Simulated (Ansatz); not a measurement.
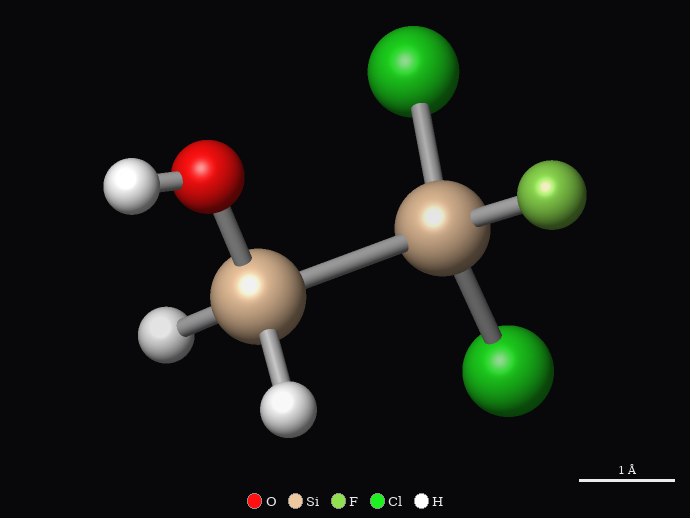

Rendered structure (ball-and-stick style). Every bond is drawn as one stick, whatever its order.

The geometry was computed by an optimisation with PBE0-D4/def2-TZVP.

Question: Which formula does it have?

Answer: Cl₂FH₃OSi₂, 9 atoms: 2 chlorine, 1 fluorine, 3 hydrogen, 1 oxygen and 2 silicon.

Question: Describe its rings.

Answer: It has no ring.

The parts below concern this one geometry. Atoms keep their numbers from picture to picture.

**Shape**

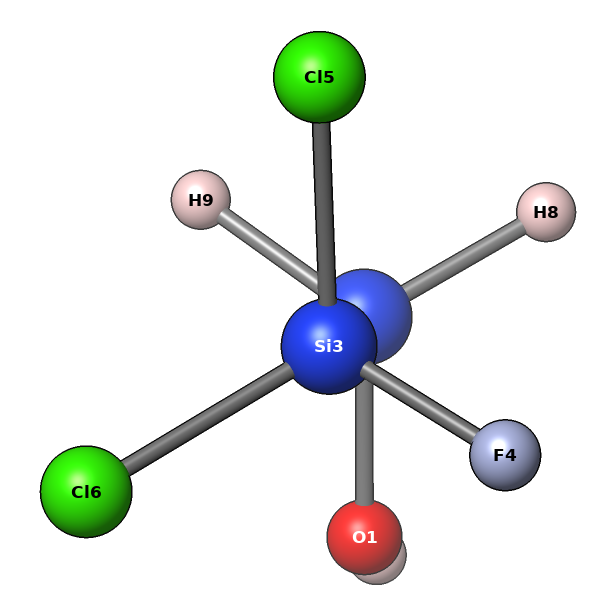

Si2 lies behind Si3. The molecule seen nearly along the Si3–Si2 bond, Si3 in front. Distant atoms are faded towards the background colour.

Question: What is the torsion angle Cl5–Si3–Si2–O1? The sign is positive where the front bond must turn clockwise to cover the back bond.

Answer: −178°, antiperiplanar (anti). The bonds about Si3–Si2 are staggered.

**Vibrations**

Harmonic vibrations computed with RKS PBE0-D4/def2-TZVP (Ansatz 0.2.0) at a stationary point of the same level.

Question: List the wavenumbers.

Answer: 21 modes: 42, 76, 112, 143, 168, 195, 244, 270, 401, 506, 576, 608, 720, 767, 857, 906, 944, 962, 2209, 2214, 3920 cm⁻¹.

**Electronic properties**

Level of theory: RKS PBE0-D4/def2-QZVPP (Ansatz 0.2.0).

Question: Give the dispersion correction at this level.

Answer: −25.3 kJ/mol.

Question: What is the HOMO energy (Kohn–Sham orbital)?

Answer: −8.59 eV.

Question: What is the HOMO–LUMO gap?

Answer: 7.53 eV.

**Charges**

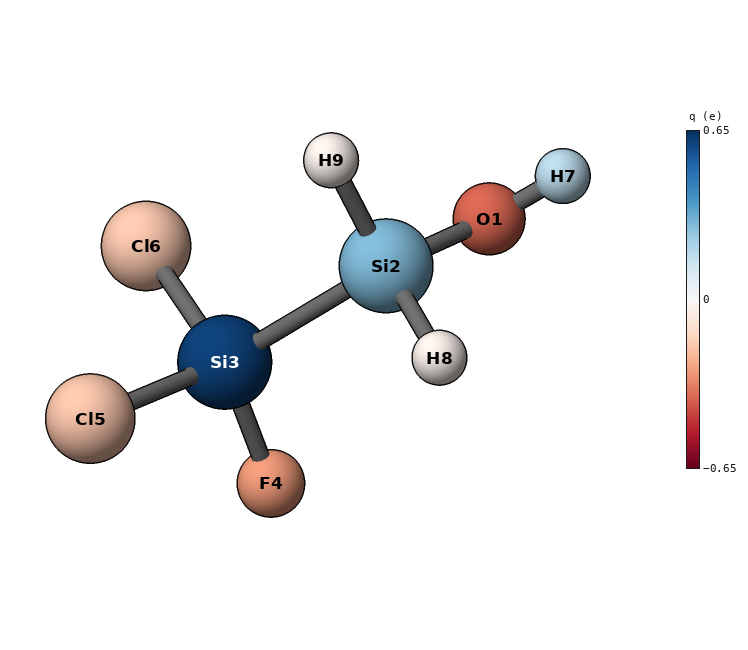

Atoms are coloured by their Mulliken charges. Method: RKS ωB97M-V/def2-TZVPP (Ansatz 0.2.0).

Give the Mulliken charges atom by atom.

```csv
atom,value (e)
O1,−0.37
Si2,0.29
Si3,0.60
F4,−0.28
Cl5,−0.18
Cl6,−0.17
H7,0.18
H8,−0.03
H9,−0.03
```

Mulliken values depend strongly on the basis set and can even reverse the polarity of a bond.
